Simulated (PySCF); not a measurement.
# C₄H₈N₂Si₂: electronic excitations

Wanted: the electronic excitations of C₄H₈N₂Si₂ (`C=C[C@@H]1[SiH2]N[Si@H]1C#N`), by calculation.

The runs use PySCF 2.14.0, with density-fitted response routines of our own; the level of theory stands in each step. All values are computed, except where a source is named. Atoms count from 0, in the outputs and in this text.

### 1 The starting structure

16 atoms, charge 0, multiplicity 1; geometry from: GFN2-xTB.

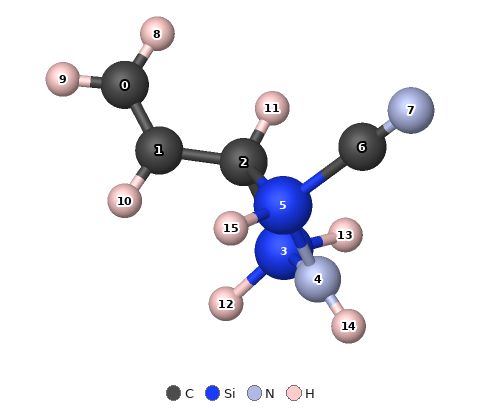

As it starts; carbon dark grey, silicon blue, nitrogen light blue, hydrogen pink, atoms numbered; sticks join atoms by distance.

### 2 Excited states and response: CAM-B3LYP/def2-SVPD

Job settings and geometry (Å):

```
{"job": {"kind": "uv", "xc": "CAM-B3LYP", "basis": "def2-SVPD", "nstates": 8, "ntriplets": 3}, "charge": 0, "multiplicity": 1}
C      2.736967     0.545534     0.126260
C      1.608627     0.052539    -0.359309
C      0.334251    -0.028990     0.378666
Si    -0.565120    -1.739547     0.363624
N     -1.878023    -0.861296    -0.387258
Si    -1.199897     0.733786    -0.500959
C     -2.114623     1.968036     0.562543
N     -2.668733     2.723665     1.221483
H      2.795433     0.937961     1.128840
H      3.644296     0.581299    -0.452439
H      1.586492    -0.332586    -1.371772
H      0.481006     0.364001     1.386377
H      0.011122    -2.741109    -0.531130
H     -0.906980    -2.293546     1.670841
H     -2.779140    -1.196303    -0.683808
H     -1.093276     1.295500    -1.845272
```

Method: TDDFT CAM-B3LYP/def2-SVPD, vertical, gas phase, core orbitals frozen in the response.

Command:

```bash
> OMP_NUM_THREADS=1 python probes_run.py task.json out
```

One launch serves the whole session: the jobs run in the order shown.

Log:

```text
coarse grid: 14680 points
cycle   1  E = -845.0236064648  dE =  1.039e+00  |g| = 6.236e-01  |ddm| = 6.813e+00
cycle   2  E = -844.9555303023  dE =  6.808e-02  |g| = 8.723e-01  |ddm| = 1.931e+00
cycle   3  E = -845.1203742254  dE = -1.648e-01  |g| = 1.427e-01  |ddm| = 9.927e-01
cycle   4  E = -845.1241473525  dE = -3.773e-03  |g| = 6.359e-02  |ddm| = 2.130e-01
cycle   5  E = -845.1249902106  dE = -8.429e-04  |g| = 1.691e-02  |ddm| = 9.345e-02
cycle   6  E = -845.1250602987  dE = -7.009e-05  |g| = 3.032e-03  |ddm| = 3.051e-02
cycle   7  E = -845.1250629152  dE = -2.617e-06  |g| = 7.568e-04  |ddm| = 7.424e-03
final grid: 133648 points
cycle   8  E = -845.2447867398  dE = -2.374e-05  |g| = 3.059e-03  |ddm| = 9.760e-02
cycle   9  E = -845.2447868384  dE = -9.862e-08  |g| = 3.165e-03  |ddm| = 1.232e-02
cycle  10  E = -845.2447892641  dE = -2.426e-06  |g| = 3.563e-04  |ddm| = 4.287e-03
cycle  11  E = -845.2447892888  dE = -2.473e-08  |g| = 1.711e-04  |ddm| = 7.148e-04
cycle  12  E = -845.2447892953  dE = -6.449e-09  |g| = 6.013e-05  |ddm| = 3.544e-04
cycle  13  E = -845.2447892960  dE = -7.778e-10  |g| = 2.114e-05  |ddm| = 8.438e-05
converged SCF energy = -845.2447892960

Static polarisability (au): isotropic 106.677, principal 88.480 109.297 122.253

Singlet excitations
state   eV       nm        f      main configurations
  1   5.3916    230.0   0.03660   H->L 0.94
  2   5.7576    215.3   0.00679   H-1->L 0.96
  3   6.5436    189.5   0.03172   H->L+1 0.70, H->L+2 0.20
  4   6.5901    188.1   0.46291   H->L+2 0.66, H->L+1 0.21
  5   6.9147    179.3   0.00488   H-1->L+1 0.55, H-3->L 0.10
  6   6.9790    177.7   0.01309   H-1->L+1 0.28, H-3->L 0.26, H-6->L 0.09
  7   7.0656    175.5   0.05415   H->L+3 0.54, H->L+8 0.10, H->L+7 0.09
  8   7.2365    171.3   0.04571   H->L+4 0.37, H->L+5 0.12, H-1->L+2 0.09

Triplet excitations (Tamm-Dancoff, eV): 4.2209 5.0936 5.4739
```

Wall time 1.9 min (1 thread of Arm Neoverse N1, shared host); peak memory 1 GiB.

Frontier orbitals and where they lie:

| orbital | eV | atoms |
| --- | --- | --- |
| HOMO−3 | -11.03 | N7 16 %, C2 14 %, C6 13 % |
| HOMO−2 | -10.93 | C2 32 %, N4 14 %, Si3 8 % |
| HOMO−1 | -9.37 | N4 57 %, Si3 12 %, Si5 8 % |
| HOMO | -8.40 | C0 31 %, C1 25 %, C2 16 % |
| LUMO | -0.28 | Si5 22 %, C6 14 %, Si3 12 % |
| LUMO+1 | 0.72 | Si5 18 %, N7 18 %, C6 16 % |
| LUMO+2 | 0.96 | C1 17 %, C0 15 %, Si3 14 % |

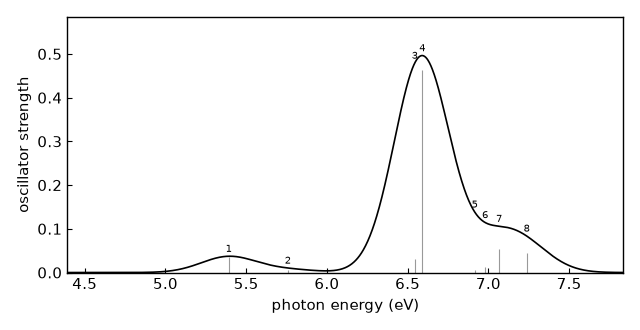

Absorption spectrum from the 8 singlet states computed; above the last one it falls off for lack of states. Lines are broadened to a width of 0.40 eV (Gaussian).

Ground-state properties from the same run:

```csv
property,computed
dipole moment (D),3.81
polarisability (Å³),15.81
HOMO–LUMO gap (eV),8.12
−ε(HOMO) (eV),8.40
```

### 3 Outcome

```
                                quantity                        value
    lowest singlet (CAM-B3LYP/def2-SVPD)  5.39 eV (230 nm), f = 0.037
brightest single state of those computed  state 4, 6.59 eV, f = 0.463
                          lowest triplet                      4.22 eV
```

**Reading.** The lowest singlet, at 5.39 eV, is HOMO→LUMO 0.94 and is weak; of the 8 states computed, the strongest absorption comes from state 4 at 6.59 eV. The lowest triplet lies 1.17 eV below the lowest singlet (triplets in Tamm-Dancoff, singlets in full TDDFT).
